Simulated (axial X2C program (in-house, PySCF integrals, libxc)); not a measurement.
**PbB⁻: bond curves with and without spin–orbit coupling**

Aim: find the lowest determinant of PbB⁻, scan the bond at several levels and fit the constants, once spin-free and once with spin–orbit coupling.

The runs use an in-house X2C program for linear molecules on PySCF integrals; all-electron X2C, Pb dyall-acv3z, B dyall-av3z.

All values are calculated.

### Step 1. Input

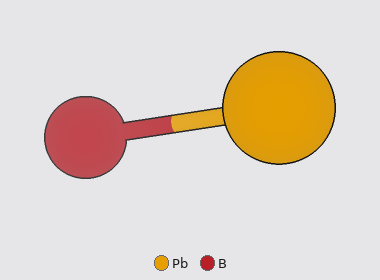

The two atoms at 2.290 Å (lead amber, boron red).

The input, task.json:

```json
{
 "zs": [
  82,
  5
 ],
 "q": -1,
 "bas": [
  "dyall-acv3z",
  "dyall-av3z"
 ],
 "levels": [
  "PBE0",
  "HF",
  "BHandHLYP"
 ],
 "cc": true,
 "r0": 2.29,
 "thr": -1.0,
 "nmax": 90,
 "npts": 10,
 "nst": 2,
 "ntry": 6
}
```

Keys: zs atomic numbers; q charge; bas basis sets; levels methods (HF also brings MP2); cc coupled cluster on or off; r0 starting distance in Å; thr threshold in hartree for freezing inner shells (an s shell follows its p shell); nmax most natural virtual spinors; npts points asked for on the curve; nst determinants followed; ntry starts of the search.

The run is started by

```sh
$ python so2c.py task.json out
```

Spin-free means the one-electron spin-free X2C Hamiltonian; two-component (2c) means X2C with spin–orbit coupling and atomic mean-field two-electron Coulomb and Gaunt terms. Basis: Pb dyall-acv3z contracted to [13s15p11d8f1g], B dyall-av3z contracted to [8s7p3d2f]; Gaussian nuclei, density fitting. Masses: Pb 207.977 u, B 11.009 u.

Notation: σ, π±, δ± give the projection m of an orbital's angular momentum (0, ±1, ±2), α and β its spin, Λ and M_S the sums; ω is the projection of a spinor's total angular momentum and Ω the sum. Logs are in hartree.

The results follow Hamiltonian by Hamiltonian and level by level.

### Step 2. Search for the lowest determinant

PBE0 moves the distance from 2.290 Å to 2.194 Å and compares determinants there.

Spin-free determinants:

| ΔE (eV) | state | open shells |
| --- | --- | --- |
| 0.00 | M_S = 1, Λ = 1 | beyond closed shells: σα, π+α, π+β, π-α |
| 0.14 | M_S = 0, Λ = 1 | beyond closed shells: σβ, π+α, π+β, π-α |
| 0.31 | M_S = 1, Λ = 0 | beyond closed shells: π+α, π-α |
| 0.76 | M_S = 0, Λ = 0 | closed shell |
| 0.83 | M_S = 0, Λ = 0 | beyond closed shells: π+β, π-α |
| 0.83 | M_S = 0, Λ = 2 | beyond closed shells: π+α, π+β |
| 1.13 | M_S = 2, Λ = 1 | beyond closed shells: σα, 2 × π+α, π-α |

Two-component determinants:

```json
{"ΔE (eV)": "0.00", "state": "Ω = 2", "open shells": "excess of +ω over −ω: ω = 1/2, ω = 3/2"}
{"ΔE (eV)": "0.06", "state": "Ω = 1", "open shells": "excess of +ω over −ω: ω = -1/2, ω = 3/2"}
{"ΔE (eV)": "0.36", "state": "Ω = 0", "open shells": "closed shell"}
{"ΔE (eV)": "0.61", "state": "Ω = 0", "open shells": "closed shell"}
{"ΔE (eV)": "0.72", "state": "Ω = 1", "open shells": "excess of +ω over −ω: 2 × ω = 1/2"}
{"ΔE (eV)": "1.40", "state": "Ω = 3", "open shells": "excess of +ω over −ω: 2 × ω = 3/2"}
{"ΔE (eV)": "1.85", "state": "Ω = 1", "open shells": "excess of +ω over −ω: 2 × ω = 1/2"}
```

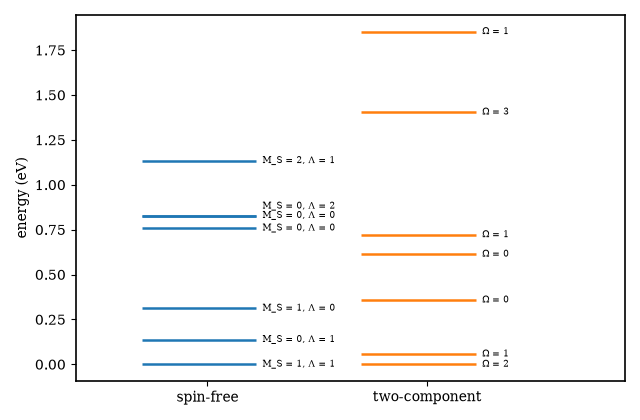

The determinants found, each set from its own lowest.

### Step 3. PBE0, spin-free

State followed: M_S = 1, Λ = 1 (beyond closed shells: σα, π+α, π+β, π-α). The scan is laid around 2.194 Å, a first estimate of the minimum, and this SCF restarts from the orbitals of the search.

Output at 2.194 Å:

```text
spin-free X2C-1e  PBE0
basis functions 236  fitting functions 1243  grid points 5078
iter        total energy     max residual
   1     -20910.744660429     3.96e-06
   2     -20910.744660426     1.31e-05
   3     -20910.744660430     8.35e-07
   4     -20910.744660430     7.39e-07
converged
one-electron -28820.76643316  Coulomb 8210.12790607  exact exchange -98.24127456  xc functional -300.75394560  nuclear repulsion 98.88908682
```

Along the bond, energies from the lowest point:

| R (Å) | E (eV) | μ (D) | HOMO (eV) | LUMO (eV) | iterations |
| --- | --- | --- | --- | --- | --- |
| 2.062 | 0.0926 | -4.35 | 0.26 | 1.74 | 14 |
| 2.128 | 0.0151 | -4.51 | 0.29 | 1.75 | 14 |
| 2.194 | 0.0000 | -4.66 | 0.33 | 1.76 | 4 |
| 2.271 | 0.0417 | -4.81 | 0.36 | 1.76 | 16 |
| 2.348 | 0.1299 | -4.94 | 0.38 | 1.77 | 16 |
| 2.446 | 0.2893 | -5.08 | 0.41 | 1.76 | 17 |

Dipoles are positive if B is the positive end and refer to the centre of mass.

Outer orbitals at the reference distance:

```
symmetry  occupied  ε (eV)             atomic character
      σα       yes  -17.87                     98% Pb d
      σβ       yes  -17.72                     98% Pb d
     π+α       yes  -17.66                     99% Pb d
     π-α       yes  -17.66                     99% Pb d
     δ-α       yes  -17.65                    100% Pb d
     δ+α       yes  -17.65                    100% Pb d
     δ+β       yes  -17.61                    100% Pb d
     δ-β       yes  -17.57                    100% Pb d
     π+β       yes  -17.56                     99% Pb d
     π-β       yes  -17.54                     99% Pb d
      σα       yes   -9.32   52% Pb s, 24% B s, 13% B p
      σβ       yes   -8.40   56% Pb s, 21% B s, 14% B p
      σα       yes   -4.80  41% B s, 24% Pb p, 15% Pb s
      σβ       yes   -3.30  40% B s, 32% Pb p, 13% Pb s
      σα       yes   -0.73   51% B p, 30% Pb p, 7% Pb s
     π-α       yes   -0.34    47% Pb p, 46% B p, 4% B d
     π+α       yes   -0.34    47% Pb p, 46% B p, 4% B d
     π+β       yes    0.33    56% Pb p, 37% B p, 5% B d
     π-β        no    1.76    59% Pb p, 35% B p, 5% B d
      σβ        no    2.24  33% B p, 30% Pb s, 18% Pb p
      σα        no    2.38   62% Pb p, 29% B p, 6% Pb s
      σβ        no    2.46   69% Pb p, 22% B p, 5% Pb s
```

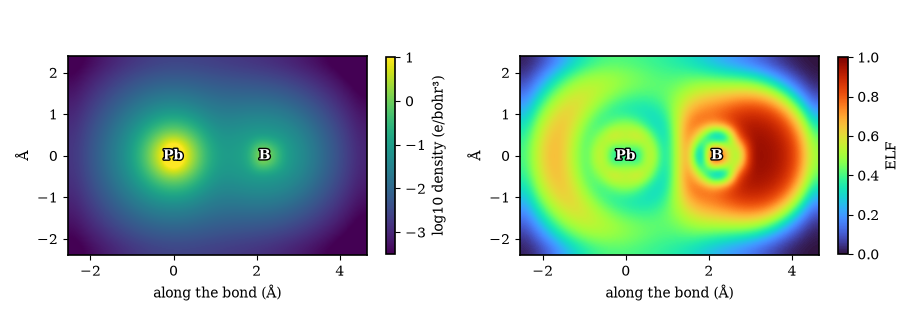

PBE0 fields in a plane through the axis, from a grid of 0.3 Å; Pb lies at z = 0 and B at z = 2.194 Å; the ELF is damped to zero where the density is low.

Re = 2.179 Å, ωe = 550 cm⁻¹, ωexe = 2.92 cm⁻¹, Be = 0.3395 cm⁻¹, De = 2.50 eV, μ = -4.62 D.

### Step 4. HF, spin-free

Output at 2.194 Å:

```text
spin-free X2C-1e  HF
basis functions 236  fitting functions 1243  grid points 5078
iter        total energy     max residual
   1     -20904.714538524     5.54e-01
   2     -20904.750451295     8.02e-03
   3     -20904.752040045     7.18e-03
   4     -20904.752861653     2.11e-03
   5     -20904.753232205     2.56e-03
   6     -20904.753528942     2.05e-03
   7     -20904.753788394     2.15e-03
   8     -20904.754015096     2.01e-03
   9     -20904.754267802     2.04e-03
  10     -20904.754641010     1.95e-03
  11     -20904.756091765     2.04e-03
  12     -20904.755484625     1.56e-03
  13     -20904.756208771     7.30e-04
  14     -20904.756463640     6.79e-04
  15     -20904.756485548     3.08e-04
  16     -20904.756484451     2.87e-04
  17     -20904.756495142     8.78e-05
  18     -20904.756496216     1.97e-05
  19     -20904.756496254     7.79e-06
  20     -20904.756496258     7.27e-06
  21     -20904.756496265     5.87e-07
  22     -20904.756496265     7.33e-07
converged
one-electron -28820.95936777  Coulomb 8210.46496228  exact exchange -393.15117759  xc functional 0.00000000  nuclear repulsion 98.88908682
```

Re = 2.192 Å, ωe = 562 cm⁻¹, Be = 0.3357 cm⁻¹, De = 0.633 eV, μ = -4.39 D. ⟨S²⟩ = 2.36 against 2.00 for a pure state, so this determinant mixes spins.

### Step 5. BHandHLYP, spin-free

Output at 2.194 Å:

```text
spin-free X2C-1e  BHandHLYP
basis functions 236  fitting functions 1243  grid points 5078
iter        total energy     max residual
   1     -20910.744676505     1.73e-01
   2     -20910.747831600     3.32e-03
   3     -20910.747706039     3.76e-03
   4     -20910.747988516     1.34e-03
   5     -20910.748034200     5.06e-04
   6     -20910.748041947     1.67e-04
   7     -20910.748043553     8.17e-05
   8     -20910.748044124     3.79e-05
   9     -20910.748044332     4.81e-05
  10     -20910.748044469     2.74e-05
  11     -20910.748044603     2.19e-05
  12     -20910.748044676     5.89e-06
  13     -20910.748044684     1.76e-06
  14     -20910.748044684     6.57e-07
converged
one-electron -28821.33850722  Coulomb 8210.74115177  exact exchange -196.51206311  xc functional -202.52771294  nuclear repulsion 98.88908682
```

Re = 2.181 Å, ωe = 549 cm⁻¹, ωexe = 2.94 cm⁻¹, Be = 0.3391 cm⁻¹, De = 2.12 eV, μ = -4.51 D.

### Step 6. Correlated methods, spin-free

Correlated methods: 8 electrons correlated (frozen shells, counted by type: Pb 5 s, 4 p, 3 d, 1 f; B 1 s), 304 virtual spinors in MP2, 90 natural virtuals in coupled cluster.

Output of the correlated part at 2.194 Å:

```text
correlated 8  virtual 304  natural virtual 90  E(MP2) -0.148945735  MP2 remainder -0.006302859
iter   CCSD correlation   residual
   1     -0.155120783   1.39e-01
   2     -0.162363985   7.49e-02
   3     -0.165662680   4.76e-02
   4     -0.168109982   3.06e-02
   5     -0.169065592   1.38e-02
   6     -0.169328210   6.54e-03
   7     -0.169448971   3.40e-03
   8     -0.169450668   1.74e-03
   9     -0.169444086   7.77e-04
  10     -0.169447176   3.24e-04
  11     -0.169445915   1.44e-04
  12     -0.169446365   6.07e-05
  13     -0.169445914   3.19e-05
  14     -0.169446443   1.84e-05
  15     -0.169446928   1.05e-05
  16     -0.169447311   5.92e-06
  17     -0.169447480   3.31e-06
  18     -0.169447562   2.02e-06
  19     -0.169447602   1.15e-06
  20     -0.169447620   6.41e-07
(T) -0.012779249  T1 0.1063  D1 0.2212  max T2 0.095
```

T1 in the output is the amplitude norm over the root of the electron number; divide by √2 for the Lee–Taylor value.

MP2: No constants are quoted: the reference is strongly spin-contaminated.

CCSD: Re = 2.215 Å, ωe = 522 cm⁻¹, ωexe = 2.91 cm⁻¹, Be = 0.3286 cm⁻¹, De = 1.95 eV. T1 at Re = 0.075 (Lee–Taylor, the printed value over √2).

CCSD(T): Re = 2.226 Å, ωe = 511 cm⁻¹, ωexe = 2.87 cm⁻¹, Be = 0.3255 cm⁻¹, De = 2.21 eV. T1 at Re = 0.075 (Lee–Taylor, the printed value over √2).

### Step 7. A higher determinant, spin-free

State: M_S = 0, Λ = 1 (beyond closed shells: σβ, π+α, π+β, π-α).

Output at the reference distance:

```text
spin-free X2C-1e  PBE0
basis functions 236  fitting functions 1243  grid points 5078
iter        total energy     max residual
   1     -20910.739598359     3.48e-06
   2     -20910.739598357     1.02e-05
converged
one-electron -28820.74151522  Coulomb 8210.10158507  exact exchange -98.23927007  xc functional -300.74948496  nuclear repulsion 98.88908682
```

| R (Å) | E above the lowest PBE0 point (eV) |
| --- | --- |
| 2.062 | 0.233 |
| 2.128 | 0.154 |
| 2.194 | 0.138 |
| 2.271 | 0.178 |
| 2.348 | 0.264 |
| 2.446 | 0.419 |

Re = 2.181 Å, ωe = 548 cm⁻¹, Be = 0.3388 cm⁻¹, μ = -4.64 D. ⟨S²⟩ = 1.01 against 0.00 for a pure state, so this determinant mixes spins. Te = 0.14 eV.

### Step 8. The spin-free curves together

Energy (eV) of the followed determinant, spin-free, from each level's lowest point:

| R (Å) | PBE0 | HF | MP2 (spin-contaminated) | CCSD | CCSD(T) | BHandHLYP |
| --- | --- | --- | --- | --- | --- | --- |
| 2.062 | 0.093 | 0.122 | 0.145 | 0.151 | 0.166 | 0.095 |
| 2.128 | 0.015 | 0.027 | 0.041 | 0.043 | 0.050 | 0.016 |
| 2.194 | 0.000 | 0.000 | 0.000 | 0.000 | 0.000 | 0.000 |
| 2.271 | 0.042 | 0.034 | 0.011 | 0.013 | 0.004 | 0.041 |
| 2.348 | 0.130 | 0.118 | 0.071 | 0.074 | 0.058 | 0.128 |
| 2.446 | 0.289 | 0.274 | 0.201 | 0.202 | 0.176 | 0.286 |

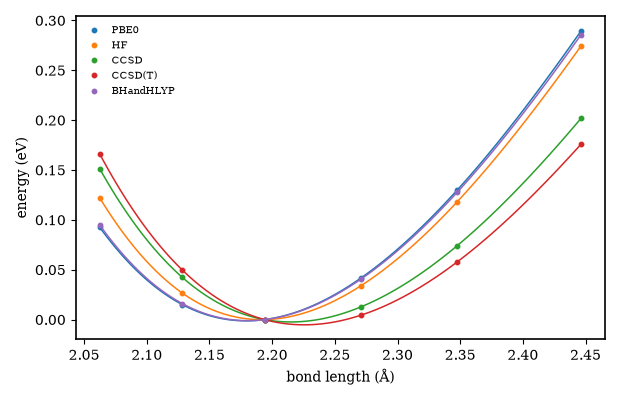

Curves of the followed state, spin-free, each from its own lowest point. Left out: MP2.

### Step 9. PBE0, 2c

State followed: Ω = 2 (excess of +ω over −ω: ω = 1/2, ω = 3/2). The scan is laid around 2.194 Å, a first estimate of the minimum, and this SCF restarts from the orbitals of the search.

Output at 2.194 Å:

```text
two-component X2C + atomic mean field  PBE0
basis functions 236  fitting functions 1243  grid points 5078
iter        total energy     max residual
   1     -20916.805900430     2.19e-05
   2     -20916.805900470     1.42e-05
   3     -20916.805900487     1.79e-05
   4     -20916.805900500     1.14e-05
   5     -20916.805900512     7.82e-06
   6     -20916.805900516     2.27e-06
   7     -20916.805900516     9.60e-07
converged
one-electron -28805.00196148  Coulomb 8208.57292842  exact exchange -98.23923735  xc functional -300.83246882  nuclear repulsion 98.88908682  atomic mean-field constant -20.19424810
```

Along the bond, energies from the lowest point:

| R (Å) | E (eV) | μ (D) | HOMO (eV) | LUMO (eV) | iterations |
| --- | --- | --- | --- | --- | --- |
| 2.062 | 0.1017 | -4.40 | 0.22 | 1.99 | 16 |
| 2.128 | 0.0218 | -4.58 | 0.23 | 2.00 | 16 |
| 2.194 | 0.0000 | -4.74 | 0.24 | 2.01 | 7 |
| 2.271 | 0.0289 | -4.92 | 0.25 | 2.01 | 16 |
| 2.348 | 0.0994 | -5.08 | 0.26 | 2.01 | 16 |
| 2.446 | 0.2293 | -5.28 | 0.26 | 2.02 | 15 |

Dipoles are positive if B is the positive end and refer to the centre of mass.

Outer spinors at the reference distance:

| ω | occupied | ε (eV) | atomic character | λ mixture |
| --- | --- | --- | --- | --- |
| 1/2 | yes | -18.93 | 98% Pb d | 54% π, 46% σ |
| -1/2 | yes | -18.92 | 99% Pb d | 58% π, 42% σ |
| 3/2 | yes | -18.86 | 100% Pb d | 80% δ, 20% π |
| -3/2 | yes | -18.85 | 100% Pb d | 81% δ, 19% π |
| 1/2 | yes | -16.45 | 98% Pb d | 55% σ, 46% π |
| -1/2 | yes | -16.39 | 98% Pb d | 58% σ, 42% π |
| 3/2 | yes | -16.32 | 99% Pb d | 80% π, 20% δ |
| 5/2 | yes | -16.30 | 100% Pb d | 100% δ |
| -5/2 | yes | -16.26 | 100% Pb d | 100% δ |
| -3/2 | yes | -16.24 | 99% Pb d | 81% π, 19% δ |
| 1/2 | yes | -9.11 | 50% Pb s, 26% B s, 13% B p | 100% σ |
| -1/2 | yes | -8.30 | 56% Pb s, 21% B s, 14% B p | 100% σ |
| 1/2 | yes | -4.67 | 39% B s, 25% Pb p, 16% Pb s | 100% σ |
| -1/2 | yes | -3.26 | 39% B s, 34% Pb p, 13% Pb s | 99% σ, 1% π |
| 1/2 | yes | -0.80 | 44% B p, 38% Pb p, 6% Pb s | 81% σ, 19% π |
| -1/2 | yes | -0.59 | 50% Pb p, 39% B p, 5% B d | 92% π, 8% σ |
| 3/2 | yes | -0.09 | 56% B p, 37% Pb p, 2% Pb d | 100% π |
| 1/2 | yes | 0.24 | 52% Pb p, 37% B p, 5% B d | 81% π, 19% σ |
| -3/2 | no | 2.01 | 58% Pb p, 37% B p, 4% B d | 100% π |
| -1/2 | no | 2.28 | 34% B p, 26% Pb s, 21% Pb p | 91% σ, 9% π |
| 1/2 | no | 2.41 | 70% Pb p, 24% B p, 3% Pb s | 100% σ |
| -1/2 | no | 2.53 | 73% Pb p, 20% B p, 4% Pb s | 100% σ |

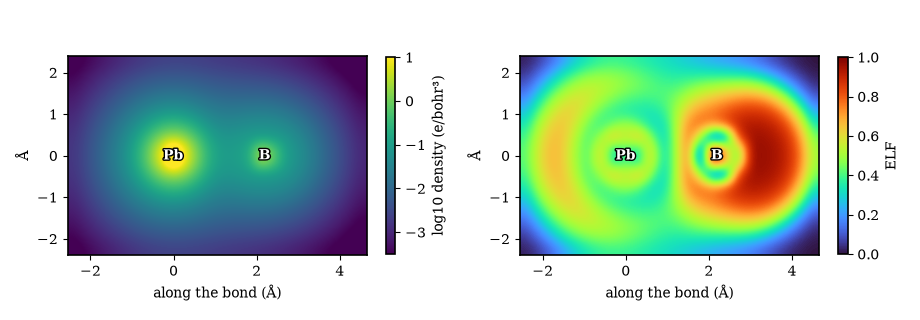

PBE0 fields in a plane through the axis, from a grid of 0.3 Å; Pb lies at z = 0 and B at z = 2.194 Å; the ELF is damped to zero where the density is low.

Re = 2.191 Å, ωe = 514 cm⁻¹, ωexe = 3.6 cm⁻¹, Be = 0.3359 cm⁻¹, De = 2.55 eV, μ = -4.74 D.

### Step 10. HF, 2c

The SCF at the reference distance of 2.194 Å:

```text
two-component X2C + atomic mean field  HF
basis functions 236  fitting functions 1243  grid points 5078
iter        total energy     max residual
   1     -20910.691143759     6.33e-01
   2     -20910.727861322     8.00e-03
   3     -20910.730160539     7.49e-03
   4     -20910.731196942     3.32e-03
   5     -20910.732044947     3.29e-03
   6     -20910.732981573     2.56e-03
   7     -20910.733978569     1.72e-03
   8     -20910.734939857     8.63e-04
   9     -20910.735225612     5.27e-04
  10     -20910.735282914     3.25e-04
  11     -20910.735297671     2.38e-04
  12     -20910.735307460     1.58e-04
  13     -20910.735310220     1.04e-04
  14     -20910.735311363     6.24e-05
  15     -20910.735311851     2.47e-05
  16     -20910.735311970     9.09e-06
  17     -20910.735311990     3.97e-06
  18     -20910.735311994     2.31e-06
  19     -20910.735311995     1.21e-06
converged
one-electron -28805.67253919  Coulomb 8209.39200861  exact exchange -393.14962013  xc functional 0.00000000  nuclear repulsion 98.88908682  atomic mean-field constant -20.19424810
```

Re = 2.243 Å, ωe = 450 cm⁻¹, Be = 0.3204 cm⁻¹, De = 0.979 eV, μ = -4.72 D.

### Step 11. BHandHLYP, 2c

The SCF at the reference distance of 2.194 Å:

```text
two-component X2C + atomic mean field  BHandHLYP
basis functions 236  fitting functions 1243  grid points 5078
iter        total energy     max residual
   1     -20916.784071543     2.03e-01
   2     -20916.787555117     3.32e-03
   3     -20916.787671287     3.61e-03
   4     -20916.787901804     1.12e-03
   5     -20916.787959228     8.57e-04
   6     -20916.788010377     5.51e-04
   7     -20916.788048626     2.83e-04
   8     -20916.788058789     1.36e-04
   9     -20916.788061854     4.91e-05
  10     -20916.788062291     3.67e-05
  11     -20916.788062407     1.58e-05
  12     -20916.788062443     9.34e-06
  13     -20916.788062452     3.70e-06
  14     -20916.788062453     1.82e-06
converged
one-electron -28805.66128392  Coulomb 8209.27630118  exact exchange -196.51009830  xc functional -202.58782014  nuclear repulsion 98.88908682  atomic mean-field constant -20.19424810
```

Re = 2.206 Å, ωe = 492 cm⁻¹, ωexe = 4.13 cm⁻¹, Be = 0.3312 cm⁻¹, De = 2.10 eV, μ = -4.77 D.

### Step 12. Correlated methods, 2c

Correlated methods: 8 electrons correlated (frozen shells, counted by type: Pb 5 s, 4 p, 3 d, 1 f; B 1 s), 304 virtual spinors in MP2, 90 natural virtuals in coupled cluster.

Output of the correlated part at 2.194 Å:

```text
correlated 8  virtual 304  natural virtual 90  E(MP2) -0.140067416  MP2 remainder -0.006232559
iter   CCSD correlation   residual
   1     -0.148603392   1.37e-01
   2     -0.156437824   7.25e-02
   3     -0.159519862   4.30e-02
   4     -0.161629497   2.66e-02
   5     -0.162357309   1.18e-02
   6     -0.162563389   5.53e-03
   7     -0.162645860   2.75e-03
   8     -0.162642958   1.31e-03
   9     -0.162638058   7.15e-04
  10     -0.162638512   3.94e-04
  11     -0.162639134   2.14e-04
  12     -0.162639025   1.16e-04
  13     -0.162639666   7.02e-05
  14     -0.162640527   3.97e-05
  15     -0.162641674   2.27e-05
  16     -0.162642275   1.26e-05
  17     -0.162642612   7.09e-06
  18     -0.162642689   3.88e-06
  19     -0.162642730   2.18e-06
  20     -0.162642739   1.33e-06
(T) -0.011018958  T1 0.0928  D1 0.1687  max T2 0.085
```

MP2: No constants are quoted: the reference is strongly spin-contaminated.

CCSD: Re = 2.236 Å, ωe = 485 cm⁻¹, Be = 0.3224 cm⁻¹, De = 2.05 eV. T1 at Re = 0.066 (Lee–Taylor, the printed value over √2).

CCSD(T): Re = 2.237 Å, ωe = 492 cm⁻¹, Be = 0.3221 cm⁻¹, De = 2.26 eV. T1 at Re = 0.066 (Lee–Taylor, the printed value over √2).

### Step 13. A higher determinant, 2c

State: Ω = 1 (excess of +ω over −ω: ω = -1/2, ω = 3/2).

Output at the reference distance:

```text
two-component X2C + atomic mean field  PBE0
basis functions 236  fitting functions 1243  grid points 5078
iter        total energy     max residual
   1     -20916.803800859     1.04e-05
   2     -20916.803800873     1.14e-05
   3     -20916.803800878     8.91e-06
   4     -20916.803800886     4.36e-06
   5     -20916.803800890     2.32e-06
   6     -20916.803800891     8.24e-07
converged
one-electron -28804.90779470  Coulomb 8208.47800029  exact exchange -98.23820052  xc functional -300.83064467  nuclear repulsion 98.88908682  atomic mean-field constant -20.19424810
```

| R (Å) | E above the lowest PBE0 point (eV) |
| --- | --- |
| 2.062 | 0.182 |
| 2.128 | 0.091 |
| 2.194 | 0.057 |
| 2.271 | 0.071 |
| 2.348 | 0.128 |
| 2.446 | 0.241 |

Re = 2.210 Å, ωe = 490 cm⁻¹, ωexe = 3.15 cm⁻¹, Be = 0.33 cm⁻¹, μ = -5.08 D. Te = 0.06 eV.

### Step 14. The 2c curves together

Energy (eV) of the followed determinant, 2c, from each level's lowest point:

| R (Å) | PBE0 | HF | MP2 (spin-contaminated) | CCSD | CCSD(T) | BHandHLYP |
| --- | --- | --- | --- | --- | --- | --- |
| 2.062 | 0.102 | 0.175 | 0.134 | 0.173 | 0.179 | 0.120 |
| 2.128 | 0.022 | 0.061 | 0.035 | 0.057 | 0.060 | 0.031 |
| 2.194 | 0.000 | 0.007 | 0.000 | 0.003 | 0.004 | 0.000 |
| 2.271 | 0.029 | 0.000 | 0.021 | 0.000 | 0.000 | 0.017 |
| 2.348 | 0.099 | 0.032 | 0.092 | 0.042 | 0.044 | 0.074 |
| 2.446 | 0.229 | 0.107 | 0.227 | 0.141 | 0.147 | 0.184 |

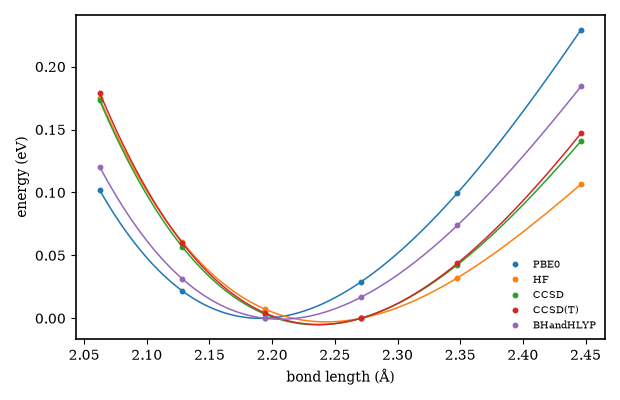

Curves of the followed state, 2c, each from its own lowest point. Left out: MP2.

Time for the job: 3.4 min (1 thread of Intel Xeon Platinum 8488C (Sapphire Rapids), shared host).

### Step 15. Results

Lowest determinant that the search found at its distance, spin-free: M_S = 1, Λ = 1 (beyond closed shells: σα, π+α, π+β, π-α).

Lowest determinant that the search found at its distance, 2c: Ω = 2 (excess of +ω over −ω: ω = 1/2, ω = 3/2).

```tsv
Hamiltonian	level	Re (Å)	ωe (cm⁻¹)	De (eV)	μ (D)
spin-free	PBE0	2.179	550	2.50	-4.62
spin-free	HF	2.192	562	0.633	-4.39
spin-free	CCSD	2.215	522	1.95	n/a
spin-free	CCSD(T)	2.226	511	2.21	n/a
spin-free	BHandHLYP	2.181	549	2.12	-4.51
2c	PBE0	2.191	514	2.55	-4.74
2c	HF	2.243	450	0.979	-4.72
2c	CCSD	2.236	485	2.05	n/a
2c	CCSD(T)	2.237	492	2.26	n/a
2c	BHandHLYP	2.206	492	2.10	-4.77
```

Dipoles are positive if B is the positive end and refer to the centre of mass. No constants: spin-free MP2 (the reference is strongly spin-contaminated); 2c MP2 (the reference is strongly spin-contaminated). Spin-free ⟨S²⟩ is off its pure value at HF 2.36.

Time per point (s) on 1 thread of Intel Xeon Platinum 8488C (Sapphire Rapids), shared host (2c runs; CCSD comes with the CCSD(T) run); the times are rough: PBE0 1.6, HF 1.5, CCSD(T) 5.6, BHandHLYP 1.7.

**Reading.** At CCSD(T), going from spin-free to two-component changes Re by +12 mÅ, ωe by -3.7 %; at least one of these shifts is too large to ignore. De moves by +0.05 eV; both De rest on single-determinant atoms, which can miss part of an open shell's spin–orbit lowering.

De refers to Pb- + B, each in the lowest determinant found, which need not be this curve's own limit. The state is a single determinant with fixed occupations, the lowest that a limited PBE0 search found. De is counted from the lowest determinant-based energies of the atoms at the same level, without counterpoise correction. Density functionals use the spin component along the axis (collinear). CCSD and (T) use frozen natural virtuals with an MP2 correction for the truncation. With several unpaired electrons one determinant need not be a pure state. The spin-free determinant is spin-contaminated at some levels. With the outer-core shells frozen, correlated bond lengths of heavy atoms tend to come out a few hundredths of an ångström too long. T1 at Re is 0.075 (Lee–Taylor), above the customary mark of 0.02.
